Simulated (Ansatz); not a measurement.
## Two runs on LiNH$_{2}$

System: LiNH$_{2}$, SMILES [Li][NH2].
Method of run A: RHF-CCSD(T), frozen core/def2-TZVPP (Ansatz 0.2.0).

The geometry: displaced from a GFN2-xTB structure. Text and figures count atoms from 1; the logs count them from 0 in places.

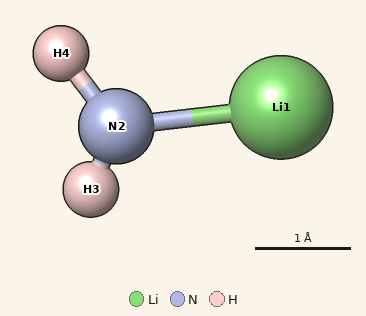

Fig. 1: The structure (ball-and-stick view, seen on its broad side; atoms are numbered from 1 in the order of the input). Sticks mark near contacts. Bond lengths as drawn: H–N 0.74 to 0.96 Å and Li–N 1.76 Å.

### Input, run A
```yaml
crystal:
  periodic: [false, false, false]
  atoms:
    - {symbol: Li, position_ang: [-1.554500, -0.233900, -0.102800]}
    - {symbol: N, position_ang: [0.159100, 0.096500, 0.084200]}
    - {symbol: H, position_ang: [0.457700, 0.541300, -0.425800]}
    - {symbol: H, position_ang: [0.727700, -0.542000, 0.530900]}
basis:
  gaussian: {orbitals: def2-TZVPP}
correlation: {method: ccsd_t}
output: {forces: true}
```

Hardware: 4 CPU threads, shared host.

### Output (run A)
```
Functional definition: HF
  exchange = exact_x
  correlation = 0
486 factors; integrals over basis functions are off by at most 6.9e-4 eV
mean field evaluation 1: about -1708.1267 eV, gradient 5.2e1 eV
mean field evaluation 2: about -1708.1290 eV, gradient 5.2e1 eV
mean field evaluation 4: about -1713.3045 eV, gradient 2.0e0 eV
mean field evaluation 8: about -1713.3250 eV, gradient 1.2e-1 eV
mean field evaluation 16: about -1711.1430 eV, gradient 3.4e1 eV
mean field -1713.32510897 eV, -62.9635364212 hartree, gradient 2.4e-6 eV, S^2 0.000000; 0 other end points of the search recorded, 0 dependent functions left out
1 core orbitals not correlated: weight in the atoms' cores, before any rotation towards them, 1.000 or more for the frozen orbitals, at most 0.000 for the correlated occupied ones
reference -1713.32510897 eV, -62.9635364212 hartree; 5, 5 occupied and 72, 72 virtual orbitals, 486 factors
second order -7.31753272 eV of doubles, -0.00000000 eV of singles
cycle   1  -7.49725638 eV  change   -1.8e-1 eV  update   4.7e-2
cycle   2  -7.62246565 eV  change   -1.3e-1 eV  update   1.4e-2
cycle   3  -7.65897478 eV  change   -3.7e-2 eV  update   8.1e-3
cycle   4  -7.65688680 eV  change    2.1e-3 eV  update   2.8e-3
cycle   5  -7.65500282 eV  change    1.9e-3 eV  update   1.5e-3
cycle   6  -7.65507091 eV  change   -6.8e-5 eV  update   6.7e-4
cycle   7  -7.65512010 eV  change   -4.9e-5 eV  update   2.4e-4
cycle   8  -7.65506650 eV  change    5.4e-5 eV  update   1.0e-4
cycle   9  -7.65506479 eV  change    1.7e-6 eV  update   5.2e-5
cycle  10  -7.65506185 eV  change    2.9e-6 eV  update   2.6e-5
cycle  11  -7.65506312 eV  change   -1.3e-6 eV  update   7.7e-6
cycle  12  -7.65506986 eV  change   -6.7e-6 eV  update   3.6e-6
perturbative correction -0.22291913 eV, -0.0081921269 hartree
the calculation of the forces begins
Total energy: -1721.20309796 eV, -63.2530471767 hartree
Atom 0 at    -1.554500    -0.233900    -0.102800 Å, force    -0.127199    -0.009882     0.140918 eV/Å
Atom 1 at     0.159100     0.096500     0.084200 Å, force   -15.228898   -17.661551    20.389082 eV/Å
Atom 2 at     0.457700     0.541300    -0.425800 Å, force    13.650731    18.666356   -21.253827 eV/Å
Atom 3 at     0.727700    -0.542000     0.530900 Å, force     1.705366    -0.994923     0.723828 eV/Å
Dipole moment:    -0.997326    -0.243603    -0.175496 e Å
```

The input of run B differs as follows (lines with − go, lines with + come):
```diff
-correlation: {method: ccsd_t}
+hamiltonian: {xc: {name: BLYP}, dispersion: d4}
```

How does run B compare with run A?

The total energies belong to different models, so their difference says nothing on which is more stable or more accurate. The largest force goes from 31.409 to 31.257 eV/Å. The dipole moment goes from 5.00 to 4.58 D.

### Output (run B)
```
Functional definition: BLYP
  parameter beta = 0.0042
  parameter a = 0.04918
  parameter b = 0.132
  parameter c = 0.2533
  parameter d = 0.349
  exchange = b88_x(beta = beta)
  correlation = lyp_c(a = a, b = b, c = c, d = d)
418 factors; their error is unknown
mean field evaluation 1: about -1706.1442 eV, gradient 9.8e1 eV
mean field evaluation 2: about -1588.0633 eV, gradient 1.6e2 eV
mean field evaluation 4: about -1724.0149 eV, gradient 5.1e0 eV
mean field evaluation 8: about -1724.0734 eV, gradient 1.3e-1 eV
mean field evaluation 16: about -1724.0734 eV, gradient 7.8e-6 eV
mean field -1724.07339694 eV, -63.3585287186 hartree, gradient 7.8e-6 eV, S^2 0.000000; 0 other end points of the search recorded, 0 dependent functions left out
the calculation of the forces begins
reference -1724.07368552 eV, -63.3585393238 hartree; 6, 6 occupied and 72, 72 virtual orbitals, 418 factors
Total energy: -1724.12212345 eV, -63.3603193847 hartree
Atom 0 at    -1.554500    -0.233900    -0.102800 Å, force    -0.155028    -0.013220     0.135246 eV/Å
Atom 1 at     0.159100     0.096500     0.084200 Å, force   -15.141094   -17.376496    20.112985 eV/Å
Atom 2 at     0.457700     0.541300    -0.425800 Å, force    13.473033    18.631336   -21.174145 eV/Å
Atom 3 at     0.727700    -0.542000     0.530900 Å, force     1.823088    -1.241620     0.925914 eV/Å
Dipole moment:    -0.916301    -0.217018    -0.150016 e Å
```

### The two runs side by side

| quantity | run A | run B |
| --- | --- | --- |
| outcome | converged | converged |
| total energy (hartree) | −63.253047 | −63.360319 |
| dipole moment (D) | 5.00 | 4.58 |
| largest force (eV/Å) | 31.409 | 31.257 |
| basis functions | 78 | 78 |
